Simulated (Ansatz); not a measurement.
```xyz
11

W    -0.7203    0.0475   -0.5362
H     1.9750   -0.1685    1.6329
H     2.4368   -0.6696    1.9420
O    -0.4988    1.8834   -0.1242
H    -1.1518    2.4231   -0.6153
O    -2.4149   -0.1560    0.2646
H    -2.3624   -0.0182    1.2325
O     0.0667   -1.5943   -0.0673
H     0.8059   -1.6789    0.5424
O    -0.1981    0.1633   -2.3441
H     0.7397    0.4343   -2.4187
```

Core potentials replace the inner electrons of W.

Method: RKS PBE0-D4/def2-mTZVP (Ansatz).

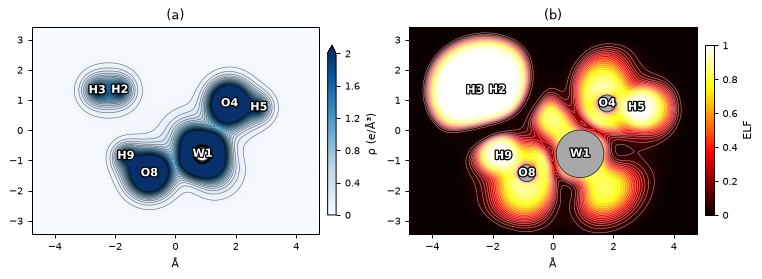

H4O4W···H2. (a) electron density; (b) electron localisation function on the plane of atoms W1, O4 and H5. Grey discs cover the atomic cores in the ELF map.

### What do the fields say about this system?

Atoms in the plane: W, H and O. H2···H9 (2.20 Å): the density falls to about 0.05 e/Å³ on the way; the ELF dips to about 0 between them (a non-bonded, intermolecular contact). W–O (1.88 Å): ρ at the midpoint is about 1.1 e/Å³; the ELF peaks at about 0.85 in the valence shell of O, 0.6 Å from its nucleus, and drops to about 0.25 between the two atoms. H–H (0.75 Å): ρ at the midpoint is about 1.6 e/Å³; the ELF peaks at about 1 between the atoms. O–H (0.96 Å): ρ is about 3.7 e/Å³ halfway; the ELF climbs to about 1 towards the hydrogen, as it does in any bond to H (a covalent bond by its length).
